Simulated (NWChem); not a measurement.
# SiHBrF2 (SMILES F[SiH](F)Br): levels of theory compared

We compute a comparison of 3 runs (HF/STO-3G, HF/3-21G, B3LYP/6-31G*) of SiHBrF2. 

Program for the calculation: NWChem 7.3.0.

### Step 1. The molecule

SiHBrF2: 5 atoms, total charge 0, spin state singlet. SMILES: `F[SiH](F)Br`. The coordinates come from a PBE0-D4/def2-TZVP relaxation.

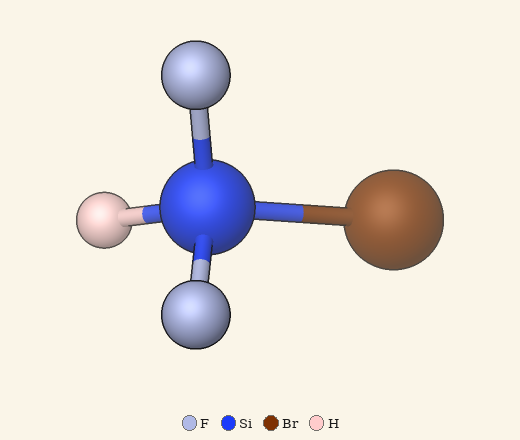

The structure, seen from a chosen angle (fluorine light blue, silicon blue, bromine brown, hydrogen pink).

### Step 2. Energy and forces at HF/STO-3G (run 1)

File brf2hsi.xyz:

```xyz
5
BrF2HSi gradient
F     -0.224900    -0.396300     1.531900
Si     0.124200     0.002500     0.045800
F      0.210200     1.576700    -0.017200
Br    -1.476800    -0.678900    -1.271900
H      1.417200    -0.577700    -0.330000
```

File brf2hsi.nw:

```
start brf2hsi
title "BrF2HSi gradient"
memory 2200 mb

geometry units angstroms noautosym nocenter noautoz
load brf2hsi.xyz
end

basis spherical bse
F library STO-3G
Si library STO-3G
Br library STO-3G
H library STO-3G
end

scf
thresh 1e-08
maxiter 80
end

task scf gradient
```

The run is started by

```sh
nwchem brf2hsi.nw > brf2hsi.out
```

Log:

```text
[...]
  functions       =    38
[...]
  wavefunction    = RHF
[...]
         Total SCF energy =  -3027.015076366743
      One-electron energy =  -4923.371864977007
      Two-electron energy =   1553.123303969138
 Nuclear repulsion energy =    343.233484641126
        Time for solution =      1.8s
[...]
                         RHF ENERGY GRADIENTS
    atom               coordinates                        gradient
                 x          y          z           x          y          z
   1 F      -0.424999  -0.748898   2.894871    0.004959   0.003930  -0.019717
   2 Si      0.234704   0.004724   0.086549   -0.029633   0.021899   0.019600
   3 F       0.397220   2.979531  -0.032503   -0.000474  -0.020682  -0.000384
   4 Br     -2.790747  -1.282935  -2.403542    0.004049   0.002736   0.004618
   5 H       2.678120  -1.091695  -0.623610    0.021099  -0.007884  -0.004116
[...]
```

It took 3.3 s on 1 thread of Intel Xeon 6975P-C (Granite Rapids), shared host; peak memory 0.097 GiB.

### Step 3. Energy and forces at HF/3-21G (run 2)

File brf2hsi.nw:

```
start brf2hsi
title "BrF2HSi"
memory stack 880 mb heap 220 mb global 1100 mb
geometry units atomic noautosym nocenter noautoz
 F  -0.42499941 -0.74889846  2.89487145
 Si  0.23470398  0.00472432  0.08654946
 F   0.39722043  2.97953118 -0.03250329
 Br -2.79074754 -1.28293507 -2.40354266
 H   2.67811986 -1.09169478 -0.62360962
end
basis "ao basis" spherical bse
 * library 3-21G
end
scf
 thresh 1e-08
 maxiter 80
end
task scf gradient
```

The run is started by

```sh
nwchem brf2hsi.nw > brf2hsi.out
```

Log:

```text
[...]
  functions       =    55
[...]
  wavefunction    = RHF
[...]
         Total SCF energy =  -3045.979716776014
      One-electron energy =  -4930.960014994394
      Two-electron energy =   1541.746838236913
 Nuclear repulsion energy =    343.233459981468
        Time for solution =      1.7s
[...]
                         RHF ENERGY GRADIENTS
    atom               coordinates                        gradient
                 x          y          z           x          y          z
   1 F      -0.424999  -0.748898   2.894871    0.007178   0.004897  -0.030221
   2 Si      0.234704   0.004724   0.086549   -0.033692   0.018171   0.013712
   3 F       0.397220   2.979531  -0.032503   -0.000825  -0.031368  -0.001737
   4 Br     -2.790748  -1.282935  -2.403543    0.022545   0.009893   0.018930
   5 H       2.678120  -1.091695  -0.623610    0.004795  -0.001593  -0.000684
[...]
```

Run time: 3.3 s. Hardware: 1 thread of Intel Xeon 6975P-C (Granite Rapids), shared host; peak memory 0.096 GiB.

### Step 4. Energy and gradient at B3LYP/6-31G(d) (Cartesian functions) (run 3)

File brf2hsi.nw:

```
start brf2hsi
title "BrF2HSi"
memory 2200 mb

geometry units angstroms noautosym nocenter noautoz
  F       -0.224900      -0.396300       1.531900
  Si       0.124200       0.002500       0.045800
  F        0.210200       1.576700      -0.017200
  Br      -1.476800      -0.678900      -1.271900
  H        1.417200      -0.577700      -0.330000
end

basis
  F library 6-31G*
  Si library 6-31G*
  Br library 6-31G*
  H library 6-31G*
end

dft
  xc b3lyp
  grid xfine
  convergence energy 1e-08
  iterations 100
  mulliken
end

task dft gradient
```

The run is started by

```sh
nwchem brf2hsi.nw > brf2hsi.out
```

Log:

```text
[...]
          Wavefunction type:  closed shell.
          No. of atoms     :     5
          No. of electrons :    68
[...]
          Charge           :     0
          Spin multiplicity:     1
[...]
          AO basis - number of functions:    86
[...]
              XC Information
              --------------
                         B3LYP Method XC Potential
                     Hartree-Fock (Exact) Exchange  0.200
                        Slater Exchange Functional  0.800 local
                    Becke 1988 Exchange Functional  0.720 non-local
              Lee-Yang-Parr Correlation Functional  0.810
                  VWN I RPA Correlation Functional  0.190 local
[...]
 d= 0,ls=0.0,diis     1  -3063.7325161623 -3.41D+03  1.93D-02  2.02D+00     2.2
[...]
 d= 0,ls=0.0,diis     8  -3063.8259858847 -6.90D-09  8.40D-06  6.79D-07    13.9
         Total DFT energy =    -3063.825985884685
      One electron energy =    -4946.097132225777
           Coulomb energy =     1672.731725354444
    Exchange-Corr. energy =     -133.694063654478
 Nuclear repulsion energy =      343.233484641126
[...]
  wavefunction    = closed shell
                         DFT ENERGY GRADIENTS
    atom               coordinates                        gradient
                 x          y          z           x          y          z
   1 F      -0.424999  -0.748898   2.894871    0.003030   0.003922  -0.012848
   2 Si      0.234704   0.004724   0.086549   -0.007618   0.005438   0.004813
   3 F       0.397220   2.979531  -0.032503   -0.000860  -0.013694   0.000991
   4 Br     -2.790747  -1.282935  -2.403542    0.006188   0.003250   0.005873
   5 H       2.678120  -1.091695  -0.623610   -0.000740   0.001084   0.001171
[...]
```

It took 21 s on 1 thread of Intel Xeon 6975P-C (Granite Rapids), shared host; peak memory 0.13 GiB.

### Step 5. All runs side by side

```csv
run,level,Cartesian functions,iteration cap,energy (Eh),dipole moment (D),HOMO energy (eV),LUMO energy (eV),wall time
1,HF/STO-3G,no,80,-3027.015076,1.75,-8.93,9.19,3.3 s
2,HF/3-21G,no,80,-3045.979717,1.91,-12.16,4.16,3.3 s
3,B3LYP/6-31G* (Cartesian functions),yes,100,-3063.825986,1.19,-8.82,0.26,21 s
```

### Step 6. What came out

| quantity | value |
| --- | --- |
| run 3: total energy | -3063.82599 Eh |
| run 3: dipole moment | 1.19 D |
| run 3: HOMO energy | -8.82 eV |
| run 3: LUMO energy | 0.26 eV |
| run 3: HOMO–LUMO gap | 9.08 eV |
| run 3: largest force on an atom | 0.708 eV/Å |

The dipole moment (its size) runs from 1.19 D (B3LYP/6-31G*) to 1.91 D (HF/3-21G). The two ends differ in method and basis. The HOMO–LUMO gap runs from 9.08 eV (B3LYP/6-31G*) to 18.12 eV (HF/STO-3G). In run 1 the basis is minimal, so the values are rough. All runs together took 28 s, the longest 21 s.
